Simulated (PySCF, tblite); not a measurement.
# C4H9BO2Si: geometry, infrared bands and NMR shifts

Wanted: the infrared bands and NMR shifts of C4H9BO2Si (`B[Si@]1(OC)COC1=C`), by calculation.

The runs use tblite 0.8.0 and PySCF 2.14.0, with density-fitted response routines of our own; the level of theory stands in each step. All values are computed, except where a source is named. Atoms count from 0, in the outputs and in this text.

### Step 1. The molecule as given

17 atoms, charge 0, multiplicity 1; geometry from: force field or distance geometry start.

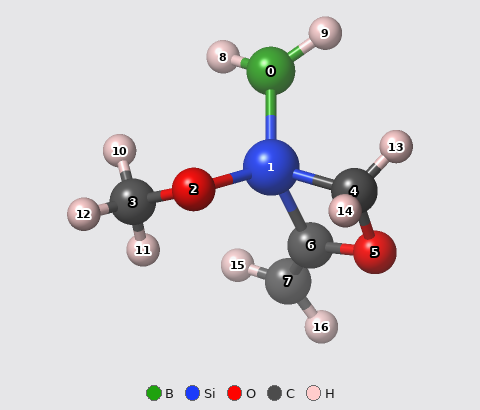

As it starts; boron green, silicon blue, oxygen red, carbon dark grey, hydrogen pink, atoms numbered.

### Step 2. Relaxing the molecule with GFN2-xTB

Job settings and geometry (Å):

```
{"job": {"kind": "relax", "xc": "GFN2-xTB", "basis": "xTB"}, "charge": 0, "multiplicity": 1}
B     -0.139500     0.194200     2.207500
Si    -0.483300     0.350100     0.290800
O      0.183300     1.722100    -0.514100
C      1.573400     1.615500    -0.567500
C     -2.093700    -0.033800    -0.203800
O     -1.820000    -1.228300    -0.942700
C     -0.393500    -1.216000    -0.665900
C      0.608100    -2.028700    -0.974600
H      0.968700     0.162800     2.606000
H     -1.036000    -0.107800     2.934800
H      2.011100     1.577300     0.461600
H      1.886200     0.718400    -1.151000
H      1.980300     2.505900    -1.056500
H     -2.758700    -0.244800     0.645800
H     -2.509500     0.758300    -0.880500
H      1.605800    -1.818100    -0.633600
H      0.410300    -2.915100    -1.566400
```

Command:

```
> OMP_NUM_THREADS=1 python probes_run.py task.json out
```

This one command runs all jobs of the session in turn.

The log of the run:

```text
step      E/eV     max force
  0    -657.11857    7.206
  1    -657.76756    1.359
  2    -657.86242    0.988
  3    -657.97109    0.795
  4    -658.02751    0.809
  5    -658.10319    0.501
  6    -658.13179    0.469
  7    -658.16720    0.417
  8    -658.19124    0.412
  9    -658.21098    0.323
 10    -658.22531    0.318
 11    -658.23818    0.253
 12    -658.24863    0.224
 13    -658.25629    0.177
 14    -658.26173    0.182
 15    -658.26721    0.205
 16    -658.27379    0.201
 17    -658.28038    0.196
 18    -658.28545    0.184
 19    -658.28886    0.170
 20    -658.29172    0.147
 21    -658.29518    0.150
 22    -658.29962    0.195
 23    -658.30466    0.182
 24    -658.30939    0.152
 25    -658.31302    0.158
 26    -658.31590    0.160
 27    -658.31933    0.224
 28    -658.32405    0.245
 29    -658.32973    0.205
 30    -658.33511    0.169
 31    -658.33917    0.122
 32    -658.34199    0.130
 33    -658.34401    0.114
 34    -658.34531    0.077
 35    -658.34607    0.062
 36    -658.34661    0.065
 37    -658.34715    0.061
 38    -658.34784    0.072
 39    -658.34876    0.091
 40    -658.34990    0.102
 41    -658.35110    0.104
 42    -658.35214    0.078
 43    -658.35306    0.086
 44    -658.35398    0.079
 45    -658.35489    0.085
 46    -658.35574    0.068
 47    -658.35651    0.076
 48    -658.35735    0.089
 49    -658.35860    0.096
 50    -658.36039    0.117
 51    -658.36234    0.102
 52    -658.36396    0.075
 53    -658.36533    0.084
 54    -658.36676    0.097
 55    -658.36860    0.123
 56    -658.37030    0.102
 57    -658.37141    0.082
 58    -658.37213    0.072
 59    -658.37289    0.091
 60    -658.37383    0.085
 61    -658.37525    0.059
 62    -658.37589    0.060
 63    -658.37656    0.065
 64    -658.37740    0.068
 65    -658.37833    0.066
 66    -658.37910    0.073
 67    -658.37976    0.068
 68    -658.38051    0.077
 69    -658.38138    0.083
 70    -658.38224    0.071
 71    -658.38299    0.061
 72    -658.38371    0.069
 73    -658.38458    0.077
 74    -658.38554    0.094
 75    -658.38662    0.066
 76    -658.38784    0.076
 77    -658.38891    0.078
 78    -658.39010    0.069
 79    -658.39138    0.069
 80    -658.39259    0.084
 81    -658.39367    0.077
 82    -658.39454    0.066
 83    -658.39510    0.047
 84    -658.39537    0.038
 85    -658.39553    0.038
 86    -658.39568    0.026
 87    -658.39586    0.022
 88    -658.39593    0.019
 89    -658.39597    0.012
 90    -658.39600    0.012
 91    -658.39602    0.013
 92    -658.39604    0.010
 93    -658.39606    0.011
 94    -658.39608    0.010
 95    -658.39610    0.011
 96    -658.39613    0.013
 97    -658.39617    0.015
 98    -658.39622    0.012
 99    -658.39625    0.012
100    -658.39627    0.012
101    -658.39630    0.014
102    -658.39635    0.016
103    -658.39642    0.016
104    -658.39648    0.019
105    -658.39653    0.019
106    -658.39658    0.015
107    -658.39664    0.016
108    -658.39671    0.015
109    -658.39674    0.008
```

Run time: 4 s. Hardware: 1 thread of Intel Xeon at 2.50GHz, shared host; peak memory 0.18 GiB.

Along the way: (not every step is listed)

```tsv
step	energy from step 0 (eV)	largest force (eV/Å)
0	0.0000	7.2060
1	-0.6490	1.3595
2	-0.7439	0.9876
3	-0.8525	0.7945
4	-0.9089	0.8088
5	-0.9846	0.5006
6	-1.0132	0.4687
7	-1.0486	0.4174
8	-1.0727	0.4119
17	-1.1618	0.1956
26	-1.1973	0.1598
35	-1.2275	0.0616
44	-1.2354	0.0793
53	-1.2468	0.0838
62	-1.2573	0.0600
71	-1.2644	0.0611
80	-1.2740	0.0839
89	-1.2774	0.0116
98	-1.2776	0.0124
104	-1.2779	0.0192
105	-1.2780	0.0188
106	-1.2780	0.0154
107	-1.2781	0.0158
108	-1.2781	0.0147
109	-1.2782	0.0079
```

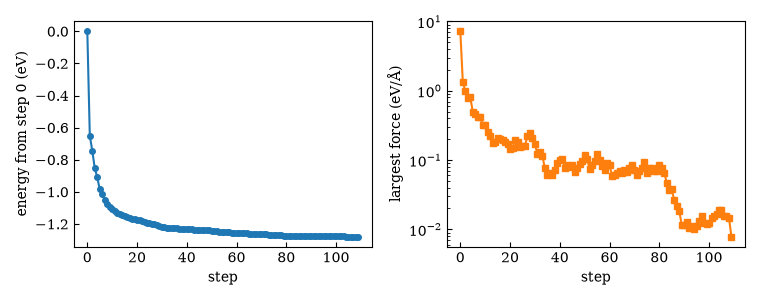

Energy and largest force along the relaxation.

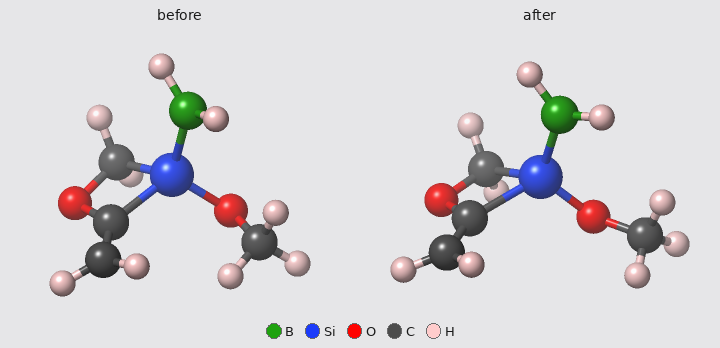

The geometry before (left) and after (right).

Distances of close pairs at the start and the end, largest changes first:

```tsv
bond	before (Å)	after (Å)	change (Å)
Si1–C4	1.728	1.931	+0.203
Si1–O2	1.725	1.634	-0.090
Si1–C6	1.837	1.925	+0.087
O5–C6	1.453	1.373	-0.081
C4–H14	1.122	1.091	-0.031
C3–H10	1.119	1.092	-0.027
B0–H9	1.193	1.167	-0.026
C3–H11	1.115	1.092	-0.023
```

The end geometry stands in the next job.

### Step 3. Infrared spectrum with GFN2-xTB

Job settings and geometry (Å):

```
{"job": {"kind": "ir", "xc": "GFN2-xTB", "basis": "xTB"}, "charge": 0, "multiplicity": 1}
B      0.101916     0.119026     2.220602
Si    -0.308308     0.233787     0.325299
O      0.373125     1.433962    -0.550281
C      1.637133     2.020711    -0.444408
C     -2.080421     0.023448    -0.412191
O     -1.811238    -1.311153    -0.866855
C     -0.474314    -1.451582    -0.589468
C      0.257171    -2.505324    -0.924130
H      1.110524     0.543542     2.635964
H     -0.596961    -0.415149     2.987771
H      1.956803     2.086456     0.597500
H      2.371352     1.436544    -1.003559
H      1.579447     3.024125    -0.867758
H     -2.921395     0.005707     0.281981
H     -2.341475     0.654501    -1.262992
H      1.298405    -2.553440    -0.663510
H     -0.158762    -3.333131    -1.473876
```

The log of the run:

```text
mode    cm-1     km/mol
  1      64.7      1.25
  2      76.7      0.27
  3      81.2      1.94
  4      96.5      2.92
  5     134.3      2.51
  6     141.0      1.33
  7     158.2      7.56
  8     184.0      0.81
  9     275.3     10.25
 10     315.2     13.50
 11     408.8      9.28
 12     500.2     21.38
 13     591.8     13.78
 14     653.7     19.27
 15     669.1      3.24
 16     696.9      9.12
 17     702.8     20.35
 18     730.8     10.23
 19     788.8     34.69
 20     798.8    112.75
 21     825.7     95.41
 22     924.8     28.38
 23    1028.6     58.62
 24    1124.6    148.79
 25    1127.5     66.30
 26    1136.1     45.89
 27    1145.4      7.99
 28    1150.7    111.10
 29    1194.9     23.66
 30    1233.1     40.39
 31    1382.1      3.85
 32    1411.9      0.78
 33    1468.5      1.76
 34    1477.4      4.52
 35    1482.0      4.04
 36    1682.0     71.76
 37    2646.6     89.06
 38    2692.2     78.13
 39    2950.8     54.87
 40    2958.3     27.48
 41    2967.5     12.75
 42    2968.6     63.30
 43    2991.5     23.74
 44    3094.4     18.92
 45    3139.3     29.85
```

Run time: 2.3 s. Hardware: 1 thread of Intel Xeon at 2.50GHz, shared host; peak memory 0.18 GiB.

Which atoms move in the most intense modes:

```tsv
cm⁻¹	km/mol	atoms
799	112.8	Si1 38 %, O2 11 %, C3 10 %
826	95.4	H16 43 %, H15 27 %, C7 20 %
1125	148.8	C3 26 %, O2 26 %, H10 20 %, H11 17 %
1128	66.3	H11 31 %, H12 24 %, C3 21 %, O2 13 %
1151	111.1	O2 25 %, C3 18 %, H10 15 %, H12 15 %
1682	71.8	C6 56 %, C7 40 %
2647	89.1	H8 80 %, H9 14 %
2692	78.1	H9 78 %, H8 12 %, B0 10 %
```

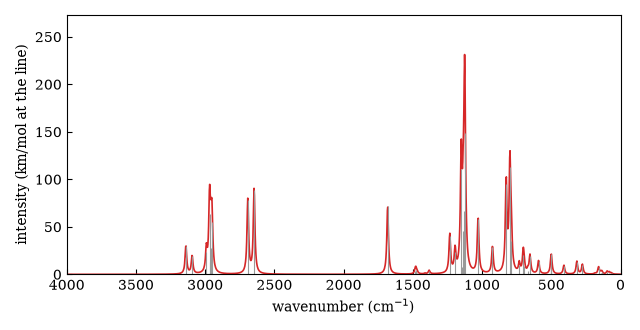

The infrared spectrum from these modes, unscaled. Lines are broadened to a width of 14 cm⁻¹ (Lorentzian).

### Step 4. Shielding tensors: PBE0/pcSseg-1

Same as in step 3 but for these lines:

```diff
@@ -1,2 +1,2 @@
-{"job": {"kind": "ir", "xc": "GFN2-xTB", "basis": "xTB"}, "charge": 0, "multiplicity": 1}
+{"job": {"kind": "nmr", "xc": "PBE0", "basis": "pcSseg-1"}, "charge": 0, "multiplicity": 1}
 B      0.101916     0.119026     2.220602
```

Method: GIAO PBE0/pcSseg-1 NMR shielding, non-relativistic, gas phase.

The log of the run:

```text
coarse grid: 14808 points
cycle   1  E = -621.8082348625  dE =  1.056e+00  |g| = 7.974e-01  |ddm| = 3.766e+00
cycle   2  E = -621.5990190666  dE =  2.092e-01  |g| = 1.311e+00  |ddm| = 1.985e+00
cycle   3  E = -621.9274280144  dE = -3.284e-01  |g| = 1.249e-01  |ddm| = 1.421e+00
cycle   4  E = -621.9303581231  dE = -2.930e-03  |g| = 5.157e-02  |ddm| = 1.420e-01
cycle   5  E = -621.9309621413  dE = -6.040e-04  |g| = 1.916e-02  |ddm| = 5.691e-02
cycle   6  E = -621.9310537110  dE = -9.157e-05  |g| = 7.549e-03  |ddm| = 2.201e-02
cycle   7  E = -621.9310668809  dE = -1.317e-05  |g| = 1.746e-03  |ddm| = 8.779e-03
cycle   8  E = -621.9310677741  dE = -8.932e-07  |g| = 3.776e-04  |ddm| = 2.415e-03
final grid: 138736 points
cycle   9  E = -621.9985473660  dE = -2.185e-05  |g| = 1.434e-02  |ddm| = 2.626e-02
cycle  10  E = -621.9984901077  dE =  5.726e-05  |g| = 2.297e-02  |ddm| = 2.403e-02
cycle  11  E = -621.9985853362  dE = -9.523e-05  |g| = 2.119e-03  |ddm| = 1.640e-02
cycle  12  E = -621.9985863548  dE = -1.019e-06  |g| = 4.559e-04  |ddm| = 2.192e-03
cycle  13  E = -621.9985863978  dE = -4.305e-08  |g| = 1.790e-04  |ddm| = 5.319e-04
cycle  14  E = -621.9985864053  dE = -7.486e-09  |g| = 4.211e-05  |ddm| = 1.836e-04
cycle  15  E = -621.9985864057  dE = -4.279e-10  |g| = 1.059e-05  |ddm| = 4.761e-05
converged SCF energy = -621.9985864057

GIAO shielding tensors (ppm)
atom      isotropic    diamagn.    paramagn.     s11        s22        s33       span
  0 B       -5.109     200.401    -205.509   -113.522    -56.082    154.277    267.799
  1 Si     337.014     881.314    -544.300    269.302    345.229    396.512    127.210
  2 O      315.334     398.158     -82.823    250.363    342.182    353.458    103.095
  3 C      133.441     242.518    -109.077    106.076    109.776    184.471     78.395
  4 C      115.325     257.046    -141.721     80.143     96.726    169.107     88.964
  5 O      172.600     397.027    -224.427     46.204    215.779    255.817    209.613
  6 C        6.219     265.590    -259.372    -79.117     26.920     70.852    149.969
  7 C       86.829     256.248    -169.419    -14.113    119.044    155.556    169.669
  8 H       21.572      30.835      -9.263      9.061     27.723     27.931     18.870
  9 H       21.596      30.323      -8.727      9.676     26.578     28.534     18.858
 10 H       27.493      28.905      -1.412     23.276     25.441     33.762     10.486
 11 H       27.595      29.037      -1.442     23.239     25.772     33.774     10.536
 12 H       27.561      27.334       0.226     23.260     25.545     33.877     10.617
 13 H       27.319      31.154      -3.835     24.455     26.121     31.381      6.926
 14 H       27.059      31.776      -4.717     24.278     26.151     30.746      6.468
 15 H       27.727      33.040      -5.313     25.220     26.743     31.219      5.999
 16 H       26.870      29.578      -2.708     23.855     25.538     31.216      7.361
```

It took 1.8 min on 1 thread of Intel Xeon at 2.50GHz, shared host; peak memory 0.89 GiB.

Shifts follow as δ = σ(reference) − σ, with reference shieldings (ppm) from runs at the same level and on the same kind of geometry: ¹H TMS 31.72, ¹³C TMS 186.9, ²⁹Si TMS 349.2, ¹⁷O H2O 336.1, ¹¹B BF3·OEt2 100.1. The references are single molecules in the gas phase, so shifts against H2O, NH3, PH3, H3PO4 or CFCl3 are not on the usual liquid scales and can be off by tens of ppm. Atoms listed in one row are averaged.

```tsv
atoms	environment	σ (ppm)	δ (ppm)	δ scaled to CDCl3
C6	alkene carbon bearing oxygen	6.2	180.7	174.5
C7	β carbon of an enol-ether or enamine type C=C	86.8	100.1	95.8
C4	sp3 CH2 bonded to O and Si	115.3	71.6	68.0
C3	methyl carbon bonded to O	133.4	53.5	50.3
H8, H9	hydrogen on a boron bonded to Si	21.58	10.13	–
H16	hydrogen on a β carbon of an enol-ether or enamine type C=C	26.87	4.85	4.68
H14	hydrogen on an sp3 CH2 bonded to O and Si	27.06	4.66	4.50
H13	hydrogen on an sp3 CH2 bonded to O and Si	27.32	4.40	4.25
H10, H11, H12	hydrogen on a methyl carbon bonded to O	27.55	4.17	4.03
H15	hydrogen on a β carbon of an enol-ether or enamine type C=C	27.73	3.99	3.87
B0	boron bonded to Si, 2 H	-5.1	105.2	–
Si1	silicon bonded to 2 C, B, O, in a 4-membered ring	337.0	12.1	–
O5	ether oxygen	172.6	163.5	–
O2	oxygen bonded to C, Si	315.3	20.7	–
```

The scaled column applies a straight-line fit of computed shieldings to shifts measured in CDCl3 (root-mean-square error 0.16 ppm for H, 1.9 ppm for C).

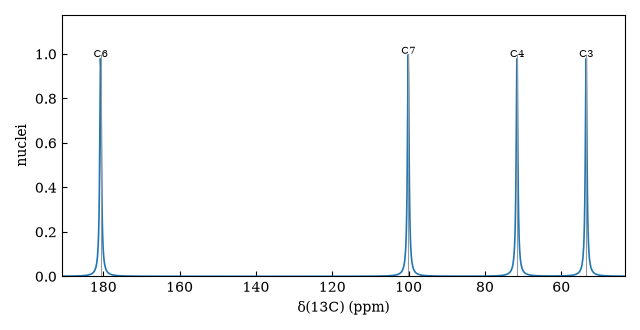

¹³C lines at the computed shifts, without couplings. Lines are broadened to a width of 0.51 ppm (Lorentzian).

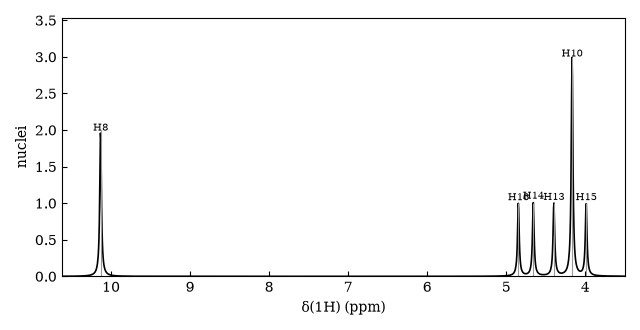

¹H lines at the computed shifts, without couplings. Lines are broadened to a width of 0.02 ppm (Lorentzian).

The run also stored atomic charges by several schemes (e):

```tsv
atoms	Mulliken	IAO	Hirshfeld	ESP fit
B0	-0.22	-0.25	0.09	0.21
Si1	0.94	1.06	0.37	0.59
O2	-0.63	-0.61	-0.22	-0.38
C3	-0.01	-0.20	-0.03	-0.14
C4	-0.24	-0.33	-0.09	-0.40
O5	-0.43	-0.34	-0.13	-0.19
C6	-0.16	-0.05	-0.03	0.10
C7	-0.18	-0.39	-0.15	-0.65
```

Hirshfeld charges:

B0 0.09; Si1 0.37; O2 -0.22; C3 -0.03; C4 -0.09; O5 -0.13; C6 -0.03; C7 -0.15; H8 -0.05; H9 -0.04; H10 0.04; H11 0.04; H12 0.05; H13 0.03; H14 0.04; H15 0.04; H16 0.04

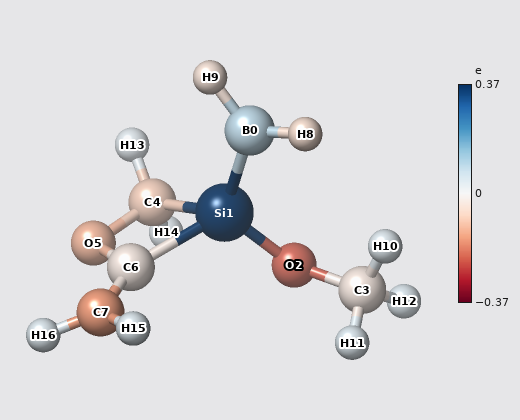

Hirshfeld charges, as colours on the atoms.

Mayer bond orders: B0–Si1 0.95, Si1–O2 1.02, O2–C3 0.90, Si1–C4 0.88, C4–O5 0.88, O5–C6 0.97, C6–C7 1.89, C6–Si1 0.79.

Ring of atoms Si1, C4, O5, C6: NICS(0) 2.3, NICS(1) -0.1, NICS(1)zz 3.2 ppm (means of both faces).

### Step 5. What came out

```
                                                              quantity                                    value
                             strongest single infrared mode (GFN2-xTB)                    1125 cm⁻¹, 149 km/mol
                                          zero-point energy (GFN2-xTB)                            77.6 kcal/mol
                                ¹³C shifts against TMS (PBE0/pcSseg-1)             180.7, 100.1, 71.6, 53.5 ppm
¹H shifts against TMS (PBE0/pcSseg-1, means over atoms taken as alike)  10.13, 4.85, 4.66, 4.40, 4.17, 3.99 ppm
                           ¹¹B shifts against BF3·OEt2 (PBE0/pcSseg-1)                                105.2 ppm
                               ²⁹Si shifts against TMS (PBE0/pcSseg-1)                                 12.1 ppm
                                ¹⁷O shifts against H2O (PBE0/pcSseg-1)                          163.5, 20.7 ppm
```

Over 109 steps the energy fell by 1.278 eV; of the close pairs, Si1–C4 changed most, 1.728 to 1.931 Å. No mode is imaginary among the 45: a minimum at this level. GFN2-xTB is a fitted tight-binding method: band positions and strengths are rough. Its intensities can rank the bands wrongly. C6 (alkene carbon bearing oxygen) lies farthest downfield among carbon, at 180.7 ppm; an sp2 carbon further deshielded by the attached heteroatom. At PBE0/pcSseg-1: Shielding is most anisotropic at B0 (span 268 ppm, paramagnetic term -206 ppm).
